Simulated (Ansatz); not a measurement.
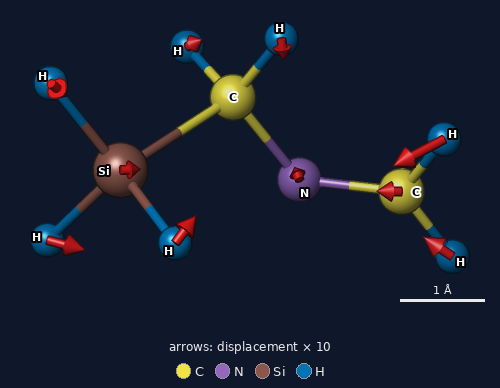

This is a relaxation of C2H7NSi. The starting structure is drawn; red arrows show the displacements, magnified 10 times. The two geometries are superimposed by the best rigid fit.

A ball-and-stick model, seen at a tilt.

The start comes from PBE-D4/def2-SVP.

Theory: RKS PBE0-D4/def2-TZVP in Ansatz.

Input file:
```yaml
crystal:
  periodic: [false, false, false]
  atoms:
    - {symbol: C, position_ang: [-0.647262, 1.897577, 0.376321]}
    - {symbol: N, position_ang: [-0.988182, 0.725189, 0.005975]}
    - {symbol: C, position_ang: [-0.298405, -0.412692, 0.561160]}
    - {symbol: Si, position_ang: [0.715088, -1.279279, -0.814302]}
    - {symbol: H, position_ang: [-1.153180, 2.776009, -0.070003]}
    - {symbol: H, position_ang: [0.144174, 2.101767, 1.142614]}
    - {symbol: H, position_ang: [-1.044596, -1.164716, 0.902177]}
    - {symbol: H, position_ang: [0.374957, -0.175811, 1.426675]}
    - {symbol: H, position_ang: [1.736506, -0.320603, -1.361314]}
    - {symbol: H, position_ang: [-0.192839, -1.730274, -1.922333]}
    - {symbol: H, position_ang: [1.419137, -2.474267, -0.226370]}
basis:
  gaussian: {orbitals: def2-TZVP}
hamiltonian: {xc: pbe0, dispersion: d4}
relax: {f_tol: 0.005, max_steps: 150}
```

### Which element moves most?

Hydrogen: up to 0.074 Å, against 0.032 Å for carbon.

### Describe the change and its energy.

H6 moves most after the best rigid fit: 0.074 Å. Largest moves by element: H 0.074 Å, C 0.032 Å, Si 0.026 Å, N 0.020 Å. Among the contacts that change: C3–Si4 1.916 → 1.892 Å, C1–H6 1.120 → 1.099 Å, C1–H5 1.108 → 1.089 Å, Si4–H11 1.506 → 1.488 Å. After 8 accepted moves (9 points after the start) the energy has fallen by 1.20 kcal/mol. Largest force component: 0.89 eV/Å at the start, 0.0042 eV/Å at the end. The line search rejected the trial step at point 3 of the run.
